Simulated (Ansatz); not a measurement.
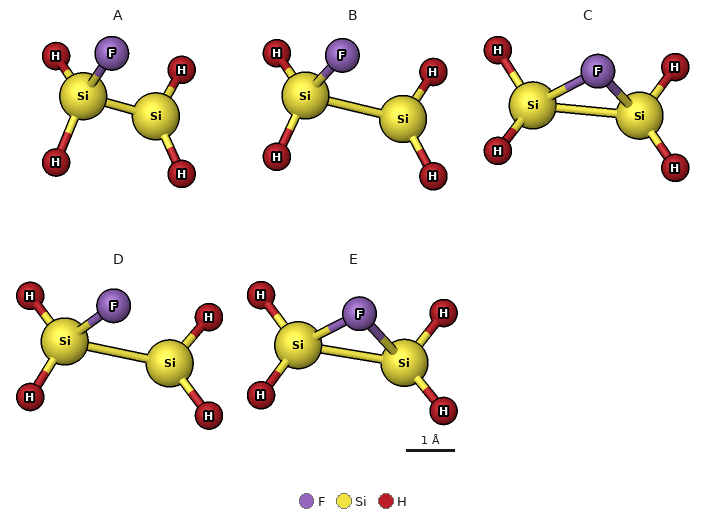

5 geometries from one relaxation of Si2H4F (charge +1), in shuffled order. Style: ball-and-stick. Shown at a tilt.

It is one of the separated reactants of a reaction.

Level of theory: Ansatz 0.2.0, RKS PBE-D4/def2-SVP. (force threshold 0.03 eV/Å; at most 250 steps)

Put them in the order of the run, from the start to the converged end.

A, B, D, E, C. They are steps 0, 2, 4, 6, 11, at +641.7 kJ/mol, +62.0 kJ/mol, +27.3 kJ/mol, +11.1 kJ/mol relative to the last. The atom that moves furthest after the best rigid fit is the F atom (0.74 Å). Largest moves by element: F 0.74 Å, H 0.68 Å, Si 0.55 Å. Among the contacts that change: F–Si 2.516 → 1.868 Å, Si–Si 1.700 → 2.277 Å, F–Si 1.701 → 1.868 Å, H–Si 1.550 → 1.491 Å. Bond angles that change, for instance: F–Si–Si 95.4° → 52.5°, Si–Si–H 101.1° → 120.4°, H–Si–H 132.6° → 119.1°. After 11 geometry steps the energy has fallen by 641.7 kJ/mol. Largest force component: 19 eV/Å at the start, 0.0035 eV/Å at the end. The run took 10 s on 2 threads of Arm Neoverse V2, on a shared host.
